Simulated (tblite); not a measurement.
**Property calculation of SiNH$_{4}$O**

- system: SiNH$_{4}$O, multiplicity 2, SMILES [O]N[SiH3]
- method: GFN2-xTB, R-SCC, ALPB solvent dmf (tblite 0.8.0)

The geometry comes from this level: GFN2-xTB.

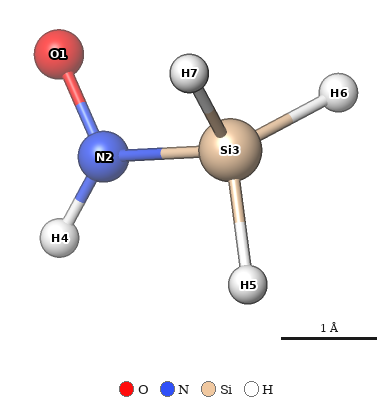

*The input geometry (ball-and-stick view, seen at a tilt; atoms are numbered from 1 in the order of the input).*

Bond lengths as drawn: H–N 1.02 Å, H–Si 1.46 Å, N–O 1.28 Å and N–Si 1.76 Å.

Input file (run.py)
```python
# GFN2-xTB single point with population analysis
import json
import numpy as np
from tblite.interface import Calculator
from rdkit import Chem

mol = Chem.MolFromMolFile("molecule.sdf", removeHs=False, sanitize=False)
symbols = [a.GetSymbol() for a in mol.GetAtoms()]
numbers = np.array([a.GetAtomicNum() for a in mol.GetAtoms()])
positions = mol.GetConformer().GetPositions() / 0.529177210903

calc = Calculator("GFN2-xTB", numbers, positions, charge=0, uhf=1)
calc.add("alpb-solvation", "dmf")
calc.add("bond-orders")
calc.add("molecular-multipoles")
sp = calc.singlepoint()

thr = 0.1
print(f"total energy: {sp.get('energy') * 627.5095:.8f} kcal/mol")
eps = np.atleast_2d(sp.get("orbital-energies")) * 27.211386
occ = np.atleast_2d(sp.get("orbital-occupations"))
filled = occ.sum(axis=0) if eps.shape[0] == 1 else occ[0]
homo = np.nonzero(filled > 0.5)[0].max()
print("  MO   occupation   energy/eV")
for i in range(max(0, homo - 4), min(eps.shape[1], homo + 5)):
    print(f"{i + 1:4d} {filled[i]:10.4f} {eps[0, i]:12.4f}")
mu = sp.get("dipole") * 2.541746
print(f"|mu|: {np.linalg.norm(mu):.4f} D, components " + " ".join(f"{c:.4f}" for c in mu))
q = sp.get("charges")
print("atom     charge    atomic energy/Eh")
for i, (s, e) in enumerate(zip(symbols, sp.get("energies"))):
    print(f"{s:<2}{i + 1:<3} {q[i]:9.4f} {e:14.6f}")
bo = sp.get("bond-orders")
bo = bo[..., 0] if bo.ndim == 3 else bo
print("Wiberg-Mayer bond orders above {}:".format(thr))
for i in range(len(symbols)):
    for k in range(i):
        if bo[i, k] > thr:
            print(f"  {symbols[k]}{k + 1}-{symbols[i]}{i + 1}  {bo[i, k]:.3f}")
print("traceless quadrupole (xx xy yy xz yz zz, e bohr^2):", np.round(sp.get("quadrupole"), 4))
out = {k: np.asarray(sp.get(k)).tolist() for k in ("energy", "gradient", "charges", "dipole", "orbital-energies", "orbital-occupations", "bond-orders", "energies", "quadrupole")}
out.update(symbols=symbols, positions=(positions * 0.529177210903).tolist())
json.dump(out, open("results.json", "w"))
```

File molecule.sdf
```

     RDKit          3D

  7  6  0  0  0  0  0  0  0  0999 V2000
   -0.3196   -1.6814    0.9640 O   0  0  0  0  0  1  0  0  0  0  0  0
   -0.4662   -0.8785   -0.0256 N   0  0  0  0  0  0  0  0  0  0  0  0
    0.3350    0.6844   -0.0305 Si  0  0  0  0  0  4  0  0  0  0  0  0
   -1.0703   -1.2321   -0.7708 H   0  0  0  0  0  0  0  0  0  0  0  0
   -0.1015    1.2300   -1.3144 H   0  0  0  0  0  0  0  0  0  0  0  0
   -0.1500    1.4336    1.1251 H   0  0  0  0  0  0  0  0  0  0  0  0
    1.7726    0.4441    0.0524 H   0  0  0  0  0  0  0  0  0  0  0  0
  2  1  1  0
  3  2  1  0
  4  2  1  0
  5  3  1  0
  6  3  1  0
  7  3  1  0
M  RAD  1   1   2
M  END
$$$$
```

Machine: 1 thread of AMD EPYC (Zen 5), 192 GiB of memory available, shared host.

Launch command:
```bash
python run.py
```

The program's output
```
------------------------------------------------------------
  cycle        total energy    energy error   density error
------------------------------------------------------------
      1     -10.48773727870  -1.0551884E+01   3.0416239E-01
      2     -10.67456365684  -1.8682638E-01   1.3248896E-01
      3     -10.67689199755  -2.3283407E-03   8.8140313E-02
      4     -10.67734962414  -4.5762660E-04   2.3391877E-02
      5     -10.67807414431  -7.2452016E-04   1.3353331E-02
      6     -10.67812018025  -4.6035948E-05   2.9402668E-03
      7     -10.67812087168  -6.9142503E-07   1.4175402E-03
      8     -10.67812247051  -1.5988347E-06   4.1233668E-04
      9     -10.67812251002  -3.9504416E-08   2.1430765E-04
     10     -10.67812256090  -5.0882441E-08   2.4330315E-05
     11     -10.67812256125  -3.5059067E-10   9.2326769E-06
------------------------------------------------------------

 total:                                   0.002 sec
total energy: -6700.62334935 kcal/mol
  MO   occupation   energy/eV
   6     2.0000     -14.0366
   7     2.0000     -12.2104
   8     2.0000     -12.1802
   9     2.0000     -11.0323
  10     1.0000      -9.6517
  11     0.0000      -5.7679
  12     0.0000      -5.2448
  13     0.0000      -5.1873
  14     0.0000      -2.5764
|mu|: 3.8658 D, components -0.0935 2.7765 -2.6882
atom     charge    atomic energy/Eh
O 1     -0.4303      -4.116104
N 2     -0.0657      -2.924632
Si3      0.4788      -1.719832
H 4      0.1923      -0.441320
H 5     -0.0726      -0.496480
H 6     -0.0513      -0.489873
H 7     -0.0512      -0.489882
Wiberg-Mayer bond orders above 0.1:
  N2-Si3  0.896
  N2-H4  0.893
  N2-H5  0.117
traceless quadrupole (xx xy yy xz yz zz, e bohr^2): [ 3.4522  1.0462 -3.1032  3.8295 12.8249 -0.349 ]
```

Summary

```tsv
quantity	value
outcome	converged
total energy	−10.678123 hartree
basis functions	21
largest force	0.356 eV/Å
dipole moment	3.87 D
peak memory	0.068 GiB
```

The record of the run, not the program, notes: no spin polarisation.
